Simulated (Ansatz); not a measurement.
```xyz
6

Cu   -3.6683    2.3277   -0.3279
F    -2.1451    2.7999   -2.0596
S    -2.7643    0.3136   -0.5370
Si   -1.5510    1.2530   -2.1173
H    -1.9089    0.6326   -3.4066
H    -0.1412    1.2473   -1.6841
```

Geometry: B3LYP-D3(BJ)/def2-SVP.

All numbers below come from isolated molecule in a Gaussian basis; Kohn-Sham density functional theory, functional PBE0 (Ansatz).

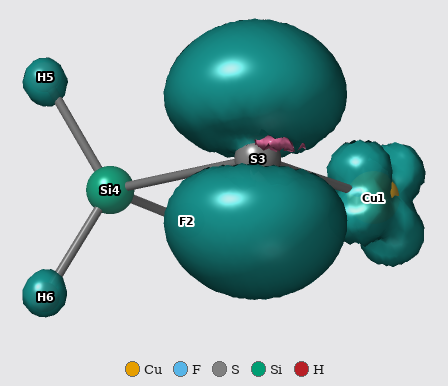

CuFH2SSi (charge +1, doublet). Isosurfaces of the spin density (α minus β) at +0.03 (teal) and −0.03 e/Å³ (pink), seen from one side.

### Describe the spin distribution.

The unpaired spin (1 electron) lies mostly on S3 (about 0.8) and Cu1 (about 0.1), in electrons by Hirshfeld's partition.
